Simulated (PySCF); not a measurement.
CHO₂ (cation, charge +1), SMILES O=C=[OH+] at its PBE0/def2-SVP optimised geometry (Å):

```
4

O      1.4300    -0.4710     0.0000
C      0.3119    -0.3658     0.0000
O     -0.9017    -0.3658     0.0000
H     -1.4300     0.4710     0.0000
```

Computed with PBE0/def2-TZVP (PySCF 2.14.0). Cells within 0.4 Å of a nucleus heavier than hydrogen are left out (blank, or x).

Map of the deformation density (molecule minus spherical neutral atoms) (e/bohr³), clipped to [-0.15, 0.15] on the plane z = 0.0 Å:

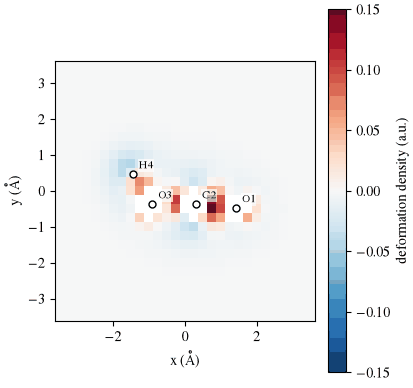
Figure. Deformation density (molecule minus spherical neutral atoms) (e/bohr³), clipped to [-0.15, 0.15] on the plane z = 0.0 Å.
